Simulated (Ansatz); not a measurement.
## What a change does: single-point calculation on AlNH₂BrCl

System: AlNH₂BrCl.
Method of run A: RKS PBE0-D4/def2-TZVPP (Ansatz 0.2.0).

The geometry comes from this level: PBE0-D4/def2-TZVP. Text and figures count atoms from 1; the logs count them from 0 in places.

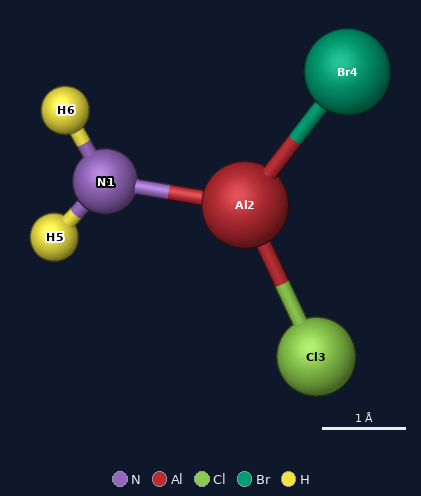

The structure as given in the input (ball-and-stick view, seen at a tilt; atoms are numbered from 1 in the order of the input). Sticks mark near contacts.

Input, run A:
```yaml
crystal:
  periodic: [false, false, false]
  atoms:
    - {symbol: N, position_ang: [-0.060198, 1.030306, -0.052287]}
    - {symbol: Al, position_ang: [0.078081, -0.708395, 0.049241]}
    - {symbol: Cl, position_ang: [1.403943, -1.566664, 1.407072]}
    - {symbol: Br, position_ang: [-1.168974, -2.010925, -1.279060]}
    - {symbol: H, position_ang: [0.466841, 1.676676, 0.511361]}
    - {symbol: H, position_ang: [-0.677492, 1.514902, -0.682427]}
basis:
  gaussian: {orbitals: def2-TZVPP}
hamiltonian: {xc: pbe0, dispersion: d4}
output: {orbitals: {seedname: orbitals}}
```

Hardware: 2 CPU threads, shared host.

Output (run A):
```
Functional definition: PBE0
  parameter a = 0.25
  parameter kappa = 0.804
  parameter beta = 0.06672455060314922
  exchange = (1 - a)*pbe_x(kappa = kappa, mu = beta*pi^2/3) + a*exact_x
  correlation = pbe_c(beta = beta)
1311 factors; their error is unknown
mean field evaluation 1: about -90670.0465 eV, gradient 6.3e1 eV
mean field evaluation 2: about -90654.2577 eV, gradient 9.6e1 eV
mean field evaluation 4: about -90677.3058 eV, gradient 4.9e0 eV
mean field evaluation 8: about -90677.8245 eV, gradient 4.3e-1 eV
mean field evaluation 16: about -90677.8247 eV, gradient 5.8e-5 eV
mean field -90677.82471345 eV, -3332.3485945822 hartree, gradient 5.8e-5 eV, S^2 0.000000; 0 other end points of the search recorded, 0 dependent functions left out
reference -90677.82474235 eV, -3332.3485956442 hartree; 37, 37 occupied and 154, 154 virtual orbitals, 1311 factors
Total energy: -90677.95814620 eV, -3332.3534981453 hartree
```

The input of run B differs as follows (lines with − go, lines with + come):
```diff
-  gaussian: {orbitals: def2-TZVPP}
+  gaussian: {orbitals: def2-SVP}
```

How does run B compare with run A?

The total energy of run B is 393.3 kcal/mol higher, which measures the change of basis and not a stability. The HOMO goes from −8.01 to −7.83 eV. The LUMO goes from −0.70 to −0.44 eV. The basis functions go from 191 to 92.

Output (run B):
```
Functional definition: PBE0
  parameter a = 0.25
  parameter kappa = 0.804
  parameter beta = 0.06672455060314922
  exchange = (1 - a)*pbe_x(kappa = kappa, mu = beta*pi^2/3) + a*exact_x
  correlation = pbe_c(beta = beta)
867 factors; integrals over basis functions are off by at most 7.8e-4 eV
mean field evaluation 1: about -90654.7688 eV, gradient 5.4e1 eV
mean field evaluation 2: about -90641.6776 eV, gradient 8.6e1 eV
mean field evaluation 4: about -90660.6743 eV, gradient 3.5e0 eV
mean field evaluation 8: about -90660.7695 eV, gradient 1.2e-1 eV
mean field evaluation 16: about -90660.7695 eV, gradient 6.8e-5 eV
mean field -90660.76954640 eV, -3331.7218287536 hartree, gradient 6.8e-5 eV, S^2 0.000000; 0 other end points of the search recorded, 0 dependent functions left out
reference -90660.76957158 eV, -3331.7218296789 hartree; 37, 37 occupied and 55, 55 virtual orbitals, 867 factors
Total energy: -90660.90297543 eV, -3331.7267321800 hartree
```

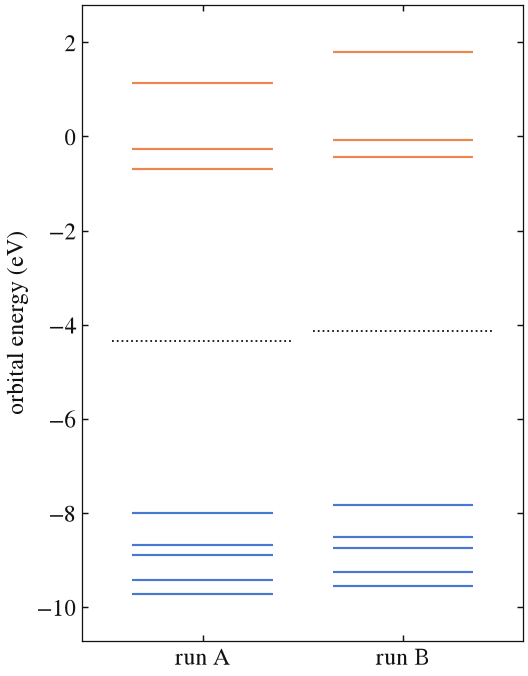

The five highest filled and three lowest empty orbital energies of the two runs; the dotted lines part filled from empty levels. The HOMO–LUMO gap is 7.31 eV in run A and 7.38 eV in run B.

The two runs side by side:

| quantity | run A | run B |
| --- | --- | --- |
| outcome | converged | converged |
| total energy (hartree) | −3332.353498 | −3331.726732 |
| HOMO (eV) | −8.01 | −7.83 |
| LUMO (eV) | −0.70 | −0.44 |
| basis functions | 191 | 92 |
| wall time (shared host) | 2.9 s | 1.4 s |
